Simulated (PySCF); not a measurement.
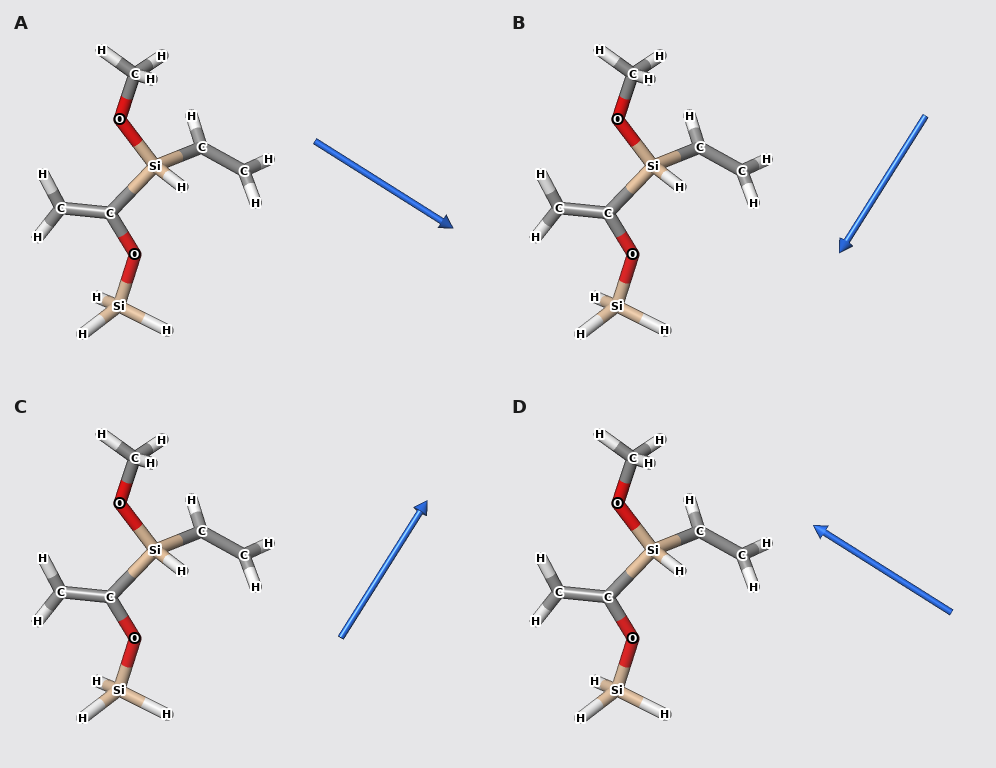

The same molecule four times, each with an arrow. The computed structure is the end point of a GFN2-xTB optimisation. No frequency run is at hand to confirm it as a minimum. Method: PBE0/pcSseg-1, gas phase (PySCF 2.14.0).

**Which arrow points along the dipole moment, from the negative to the positive end?**

C. The dipole moment is 0.98 D.

The geometry is semi-empirical. Around Si such bond lengths and angles can be off by a tenth of an ångström or more and by several degrees, and values that hang on the shape move with them.
